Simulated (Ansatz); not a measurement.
Cu2Se: Cu → Pt

The reference is Cu₂Se in the anti-fluorite structure (space group Fm-3m, No. 225; a = 5.719 Å; a cell from a computed database, its experimental status unchecked).

Modification: full substitution Cu → Pt, then cell and atoms are relaxed.

Calculations: plane-wave PAW DFT at the PBEsol level (Ansatz, a quantum-chemistry and plane-wave program, 420 eV), no spin-orbit coupling. k-mesh 14×14×14 (Γ-centred); smearing 0.05 eV (Fermi–Dirac).

The volume per atom rises by 2.164 Å³, from 15.58 Å³ to 17.75 Å³ and the density goes up by 7.31 g/cm³ (7.32 g/cm³ → 14.63 g/cm³). The lattice parameter a increases by 0.253 Å (5.719 Å → 5.972 Å) and the space group is still Fm-3m (No. 225). The shortest interatomic distance goes up by 0.110 Å to 2.586 Å and the band gap stays zero.

Final structure:

```xyz
3
Lattice="0.0000 2.9860 2.9860 2.9860 0.0000 2.9860 2.9860 2.9860 0.0000" Properties=species:S:1:pos:R:3 pbc="T T T"
Pt     4.4789     4.4789     4.4789
Pt     1.4930     1.4930     1.4930
Se     0.0000     0.0000     0.0000
```

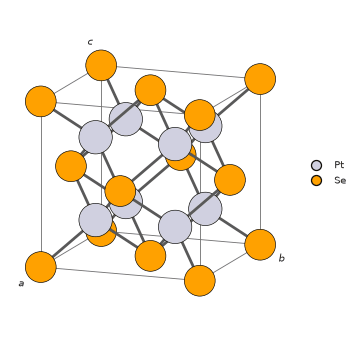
*The relaxed conventional cell after the change*

Cost of the whole job for the changed cell (relaxation, final SCF and bands): roughly 70 core-seconds.

Stability against distortions was not tested. As relaxed here, Pt2Se is a hypothetical phase, not in the database extracts checked. The final runs are not spin-polarised. Pt2Se has a high density of states at the Fermi level and may be magnetic at this level. A zero or small gap of Cu2Se can be the functional's error rather than a property of the material.
